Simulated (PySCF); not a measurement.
**NMR shielding calculation, with input and output: C₃H₁₀NPSi**

System: C₃H₁₀NPSi, SMILES C=CN(C)[SiH2]P.
Method: GIAO PBE0/pcSseg-1 NMR shielding, non-relativistic, gas phase (PySCF 2.14.0).

The geometry comes from this level: GFN2-xTB. It belongs to a series of runs on one base structure; here: H on N replaced by vinyl. Figures and captions count atoms from 1; the log counts them from 0 in places.

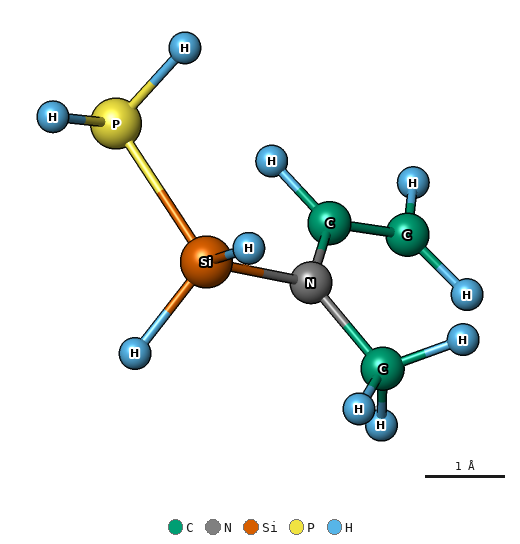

Fig. 1: The structure (ball-and-stick view, seen at a tilt).

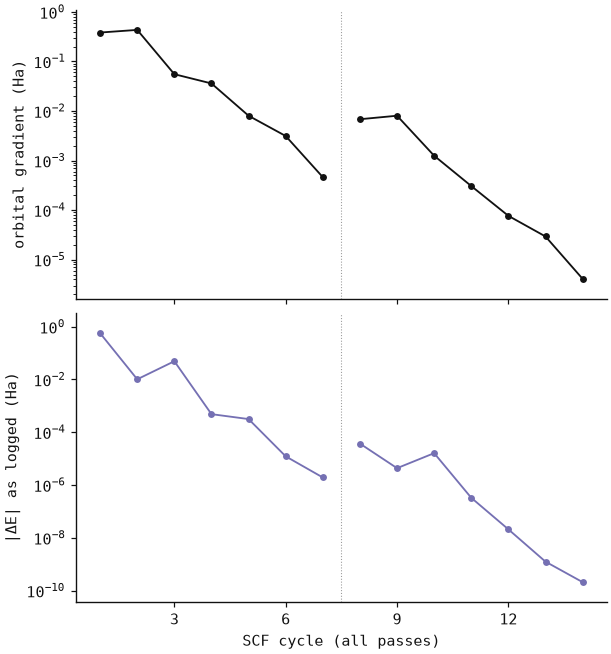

Fig. 2: Convergence of the self-consistent field: orbital gradient and size of the energy change against the SCF cycle. The dotted line marks the change from a coarse to the final integration grid. The first 7 cycles use a coarse grid, the final grid takes over at cycle 8, and the field converges after 14 cycles in all.

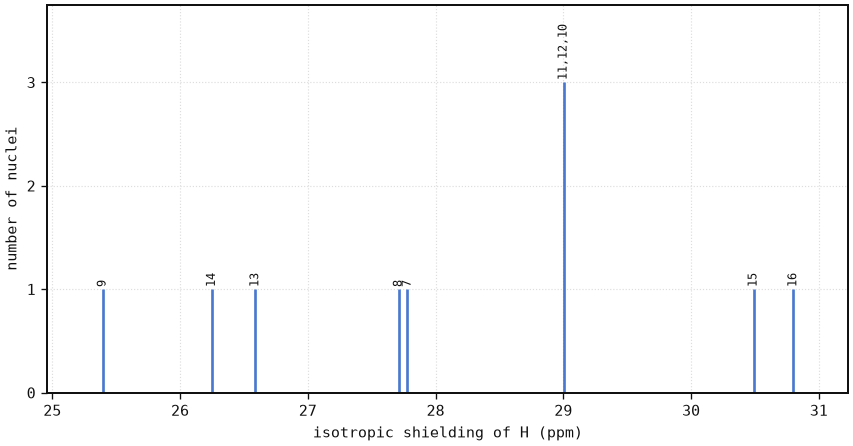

Fig. 3: Isotropic shieldings of the hydrogen nuclei in this fixed geometry, labelled by atom number; shielding grows to the right, so chemical shift grows to the left. The least shielded is H9 (25.4 ppm), the most shielded H16 (30.8 ppm).

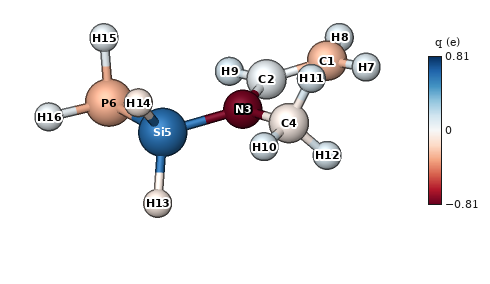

Fig. 4: Mulliken charges, as the colour of each atom (ball-and-stick view, seen at a tilt; atoms are numbered from 1 in the order of the input). By element: C −0.26 to +0.05, N −0.77, Si +0.61, P −0.29 and H −0.08 to +0.14 e.

The input that produced these results follows, with the program's output.

The input:
```
{"job": {"kind": "nmr", "xc": "PBE0", "basis": "pcSseg-1"}, "charge": 0, "multiplicity": 1}
C     -2.113751    -0.958471     0.705705
C     -0.831733    -0.811136     0.397786
N     -0.230202     0.294525    -0.170134
C     -1.086119     1.411020    -0.493000
Si     1.453813     0.388659    -0.545514
P      2.391033    -1.534235     0.099600
H     -2.857274    -0.201316     0.535825
H     -2.457277    -1.874363     1.149933
H     -0.133019    -1.617868     0.594114
H     -0.490471     2.205164    -0.933368
H     -1.575544     1.794461     0.405601
H     -1.855519     1.111126    -1.208736
H      1.654639     0.520652    -1.997278
H      2.004684     1.585166     0.112950
H      2.439916    -1.221604     1.446287
H      3.679225    -1.082837    -0.111181
```

The first line tells a small driver script what to run in PySCF; the rest is the geometry in Å.

Launched with:
```bash
OMP_NUM_THREADS=1 python <driver script> task.json out
```

Output:
```
coarse grid: 13768 points
cycle   1  E = -805.3369440616  dE =  5.661e-01  |g| = 3.828e-01  |ddm| = 3.539e+00
cycle   2  E = -805.3268114933  dE =  1.013e-02  |g| = 4.327e-01  |ddm| = 8.225e-01
cycle   3  E = -805.3758261237  dE = -4.901e-02  |g| = 5.526e-02  |ddm| = 4.565e-01
cycle   4  E = -805.3763096535  dE = -4.835e-04  |g| = 3.594e-02  |ddm| = 8.108e-02
cycle   5  E = -805.3766242649  dE = -3.146e-04  |g| = 8.017e-03  |ddm| = 3.659e-02
cycle   6  E = -805.3766364304  dE = -1.217e-05  |g| = 3.126e-03  |ddm| = 8.660e-03
cycle   7  E = -805.3766383548  dE = -1.924e-06  |g| = 4.621e-04  |ddm| = 2.385e-03
final grid: 122192 points
cycle   8  E = -805.4103433009  dE = -3.700e-05  |g| = 6.819e-03  |ddm| = 3.070e-02
cycle   9  E = -805.4103389656  dE =  4.335e-06  |g| = 8.023e-03  |ddm| = 1.453e-02
cycle  10  E = -805.4103550505  dE = -1.608e-05  |g| = 1.250e-03  |ddm| = 8.200e-03
cycle  11  E = -805.4103553769  dE = -3.264e-07  |g| = 3.058e-04  |ddm| = 1.187e-03
cycle  12  E = -805.4103553977  dE = -2.081e-08  |g| = 7.660e-05  |ddm| = 3.046e-04
cycle  13  E = -805.4103553989  dE = -1.240e-09  |g| = 2.937e-05  |ddm| = 8.947e-05
cycle  14  E = -805.4103553992  dE = -2.076e-10  |g| = 4.101e-06  |ddm| = 2.569e-05
converged SCF energy = -805.4103553992

GIAO shielding tensors (ppm)
atom      isotropic    diamagn.    paramagn.     s11        s22        s33       span
  0 C      101.495     255.022    -153.527     14.266    114.461    175.757    161.491
  1 C       41.352     254.060    -212.708    -71.023     59.264    135.814    206.837
  2 N      198.991     331.693    -132.702    142.727    221.366    232.880     90.153
  3 C      152.153     245.527     -93.375    127.960    146.351    182.147     54.186
  4 Si     376.070     882.248    -506.178    311.968    367.701    448.541    136.574
  5 P      623.220     968.452    -345.233    554.345    610.724    704.590    150.245
  6 H       27.780      32.164      -4.384     25.116     25.226     32.999      7.883
  7 H       27.711      29.800      -2.089     25.396     25.966     31.771      6.374
  8 H       25.394      33.294      -7.900     19.501     24.217     32.463     12.962
  9 H       29.019      30.206      -1.187     24.046     28.410     34.601     10.555
 10 H       28.981      30.363      -1.382     25.337     25.910     35.696     10.360
 11 H       29.005      30.041      -1.036     25.349     25.927     35.740     10.390
 12 H       26.589      30.215      -3.627     22.651     25.266     31.848      9.197
 13 H       26.249      30.641      -4.392     22.089     25.348     31.309      9.221
 14 H       30.489      31.258      -0.769     25.142     27.835     38.489     13.347
 15 H       30.800      29.611       1.188     25.742     26.712     39.945     14.203
```

Summary:

| quantity | value |
| --- | --- |
| outcome | converged |
| total energy | −805.410355 hartree |
| HOMO | −5.99 eV |
| LUMO | 0.25 eV |
| dipole moment | 1.75 D |
| isotropic shielding, C | 41.4 to 152.2 ppm |
| isotropic shielding, N | 199.0 ppm |
| isotropic shielding, Si | 376.1 ppm |
| isotropic shielding, P | 623.2 ppm |
| isotropic shielding, H | 25.4 to 30.8 ppm |
| hardware | 1 CPU thread, shared host |
| wall time | 21 s |
| peak memory | 0.75 GiB |
